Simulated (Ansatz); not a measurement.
The calculation's input:

```
crystal:
  periodic: [false, false, false]
  atoms:
    - {symbol: Si, position_ang: [0.277913, 0.942695, 0.074919]}
    - {symbol: Br, position_ang: [-0.653114, -1.609469, -0.587479]}
    - {symbol: H, position_ang: [-0.713436, -0.468372, -1.479130]}
    - {symbol: H, position_ang: [-0.463175, 0.831012, 1.394713]}
    - {symbol: H, position_ang: [1.551812, 0.304034, 0.596977]}
basis:
  gaussian: {orbitals: def2-TZVPP}
hamiltonian: {xc: pbe0, dispersion: d4}
output: {orbitals: {seedname: orbitals}}
```

Launched as:

```sh
ansatz run in.yaml --threads 2 --pin off --events-out ev --progress --plain --max-ram 4352MiB
```

A transition-state structure; geometry: PBE0-D4/def2-TZVP.

Method: RKS PBE0-D4/def2-TZVPP in Ansatz.

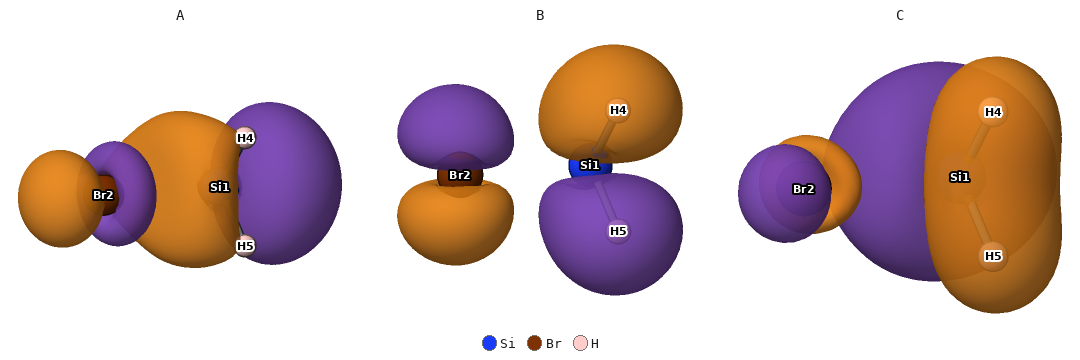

H2Si···HBr. Three frontier orbitals at ±0.08 Å⁻³ᐟ² (orange and purple are the two phases), in no order.

Order the three orbitals by energy and name them.

B is the HOMO−1 (−8.83 eV). It lies mainly on Si1 (about 35 %), Br2 (about 25 %), H4 (about 20 %) and H5 (about 20 %). C is the HOMO (−6.48 eV). It lies mainly on Si1 (about 75 %), H4 (about 10 %), H5 (about 10 %) and Br2 (about 5 %). A is the LUMO (−2.08 eV). Its weight (Hirshfeld) is mainly on Si1 (about 70 %) and Br2 (about 20 %).

What is the HOMO–LUMO gap?

4.40 eV between the orbital energies.
